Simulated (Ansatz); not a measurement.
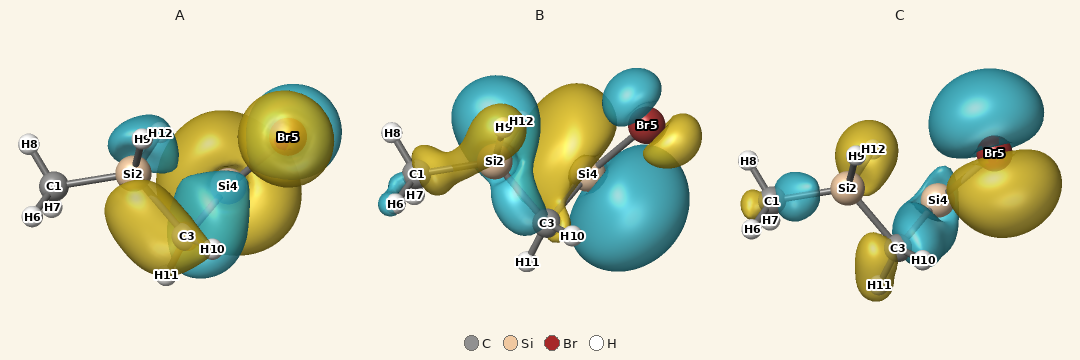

Figure. C₂H₇BrSi₂. Three frontier orbitals at ±0.08 Å⁻³ᐟ² (yellow and cyan are the two phases), in no order.

Method: RKS PBE0-D4/def2-SVP in Ansatz.

```xyz
12

C    -1.6565   -0.9982    0.1548
Si   -0.2152    0.1527    0.4575
C     1.3937   -0.2681   -0.3727
Si    1.2322    1.3849   -1.3707
Br    2.1822    2.7723    0.2050
H    -1.5071   -1.9427    0.7015
H    -1.7383   -1.2325   -0.9175
H    -2.6046   -0.5498    0.4876
H    -0.0966    0.6747    1.8438
H     2.2625   -0.3269    0.2962
H     1.3338   -1.1510   -1.0275
H    -0.5094    1.4295   -0.4242
```

Which picture is the HOMO−1, the HOMO and the LUMO?

C is the HOMO−1 (−7.88 eV). It lies mainly on Br5 (about 75 %) and Si4 (about 10 %); largely a lone pair of Br5. A is the HOMO (−6.36 eV). It lies mainly on Si4 (about 55 %), Br5 (about 20 %), C3 (about 15 %) and Si2 (about 5 %). B is the LUMO (−1.40 eV). By Hirshfeld shares it lies mainly on Si4 (about 60 %), Si2 (about 15 %), Br5 (about 10 %) and H12 (about 5 %).

What is the HOMO–LUMO gap?

4.96 eV between the orbital energies.
